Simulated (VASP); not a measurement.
Band structure of TaS$_{2}$ (space group P6_3/mmc). Calculation: LDA (Ceperley-Alder, Perdew-Zunger), VASP's LDA PAW potentials (set 64) (plane waves; VASP).

Unless said otherwise, spin-orbit coupling is left out, though it shifts the bands of the heavy elements here.

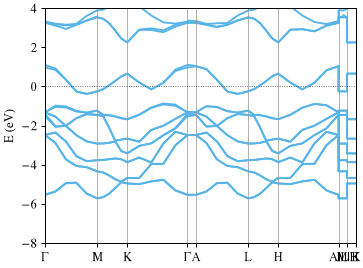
*Bands along high-symmetry lines, zero at the valence-band maximum or, without a gap, the Fermi level*

Read the plot: is there a gap, and where are the band edges?

It has no gap at this level: it comes out as a metal or semimetal.

The structure comes from a computed database's TaS2 entry (P6_3/mmc); how it stands against other phases isn't given here. The cell was not relaxed at this level.
